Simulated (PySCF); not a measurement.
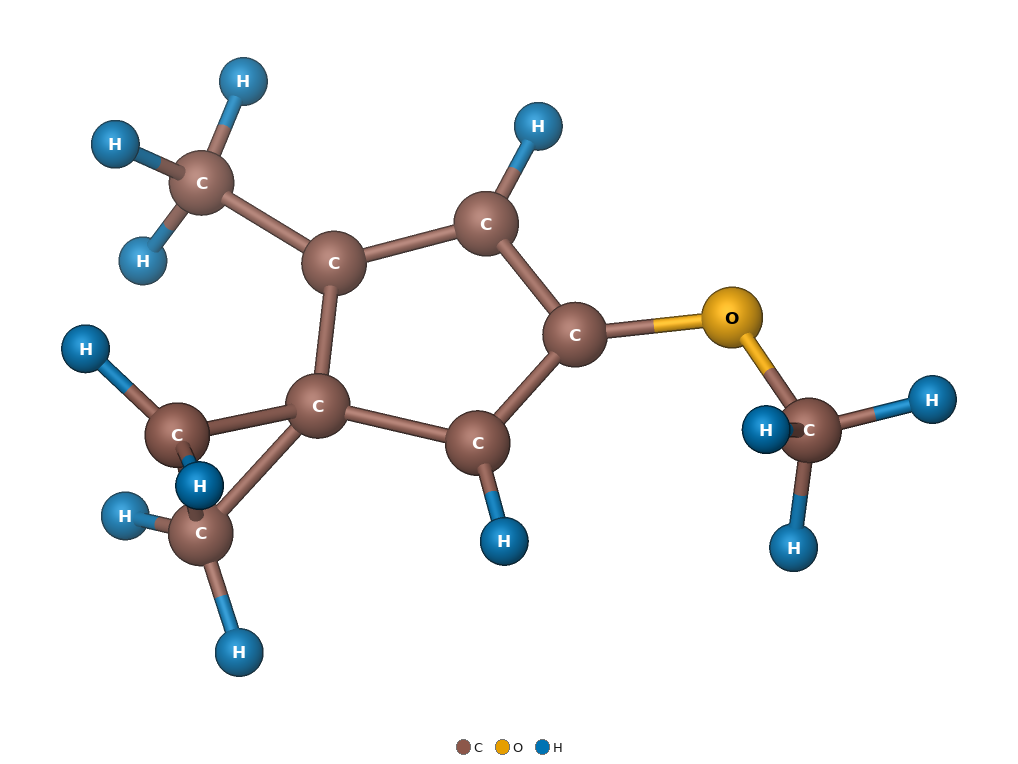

The picture shows a molecular structure as a ball-and-stick model. Every bond is drawn as one stick, whatever its order.

Computed geometry: GFN2-xTB optimisation. No frequency run is at hand to confirm it as a minimum.

Question: Count the atoms of each element.

Answer: C9H12O, 22 atoms: 9 carbon, 12 hydrogen and 1 oxygen.

Question: Which point group does it belong to?

Answer: Cs.

The parts below concern this one geometry. Atoms keep their numbers from picture to picture.

**Geometry**

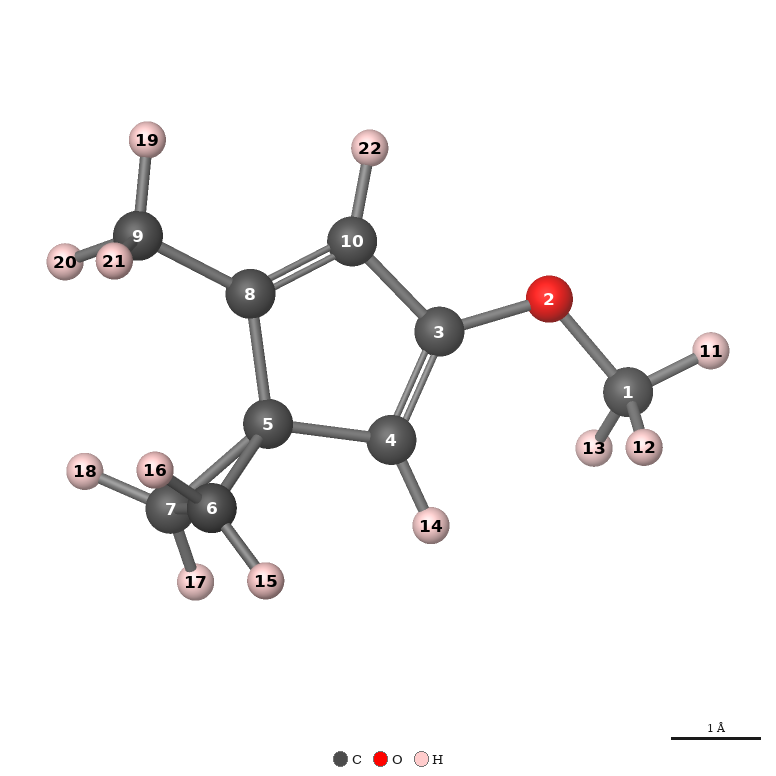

No frequency run is at hand to confirm it as a minimum.

Question: What is the geometry at C1?

Answer: C1 has 4 neighbours (O2 at 1.41, H11 at 1.09, H12 at 1.10, H13 at 1.10 Å); the arrangement is tetrahedral.

Question: Describe the coordination of atom 10.

Answer: C10 has 3 neighbours (C3 at 1.45, C8 at 1.35, H22 at 1.07 Å); the arrangement is trigonal planar.

Question: Describe the coordination of atom 4.

Answer: C4 has 3 neighbours (C3 at 1.35, C5 at 1.48, H14 at 1.07 Å); the arrangement is trigonal planar.

Question: How are the neighbours of atom 8 arranged?

Answer: C8 has 3 neighbours (C5 at 1.48, C9 at 1.49, C10 at 1.35 Å); the arrangement is trigonal planar.

Question: What is the dihedral angle C4–C5–C8–C10?

Answer: 0° in size, that is syn (eclipsed).

**Electronic properties**

No frequency run is at hand to confirm it as a minimum. Method: PBE0/pcSseg-1, gas phase (PySCF 2.14.0).

Question: What is the HOMO energy (Kohn–Sham orbital)?

Answer: −5.65 eV.

Question: Estimate the dipole moment.

Answer: 1.41 D.

Question: Give the HOMO–LUMO gap at this level.

Answer: 5.47 eV.

**NMR shielding**

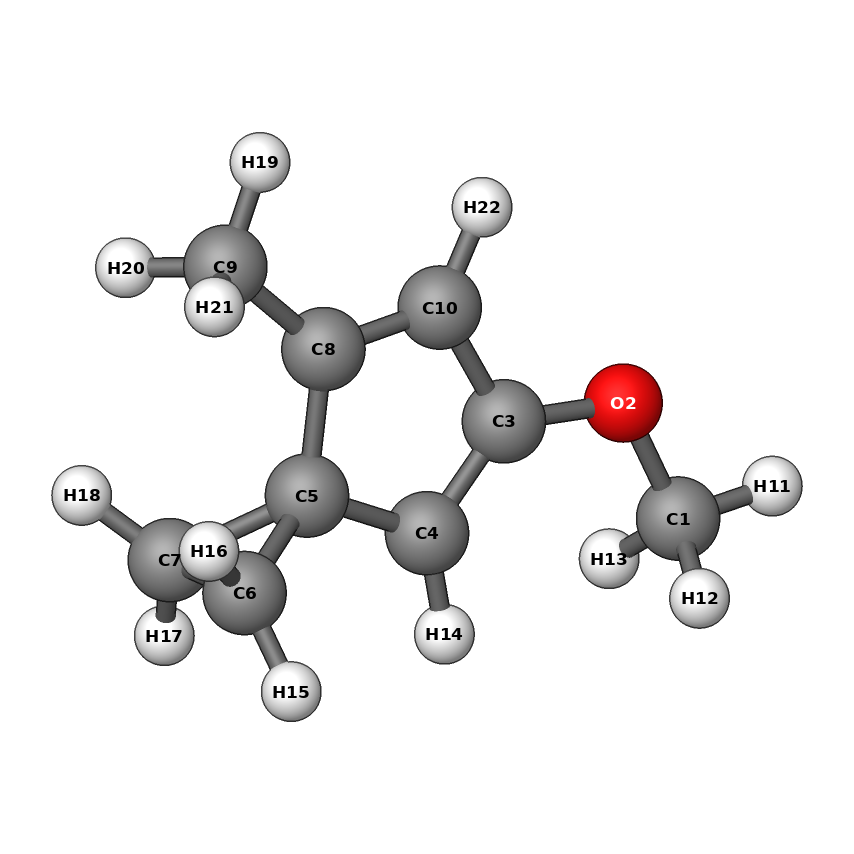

No frequency run is at hand to confirm it as a minimum. Method: GIAO PBE0/pcSseg-1 NMR shielding, non-relativistic, gas phase (PySCF 2.14.0). Principal shieldings σ11 ≤ σ22 ≤ σ33, span Ω = σ33 − σ11, skew κ = 3(σiso − σ22)/Ω.

Give the shielding tensors of the O atoms.

| atom | σ11 | σ22 | σ33 | σiso | Ω | κ |
| --- | --- | --- | --- | --- | --- | --- |
| O2 | 106.1 | 275.8 | 309.6 | 230.5 | 203.5 | −0.67 |

Shieldings and span in ppm.

**Quadrupole coupling**

No frequency run is at hand to confirm it as a minimum. Electric field gradients from the ground-state density, PBE0/pcSseg-1 (PySCF 2.14.0), non-relativistic apart from any core potentials.

Give the largest field-gradient component, the quadrupole coupling constant and the asymmetry for 17O at O2 (Q = −25.6 mb), 2H at H11 (Q = 2.86 mb), 2H at H12 (Q = 2.86 mb).

```csv
atom,V_zz (a.u.),e²qQ/h (MHz),η
O2,1.894,−11.39,0.73
H11,0.305,0.205,0.07
H12,0.291,0.196,0.08
```
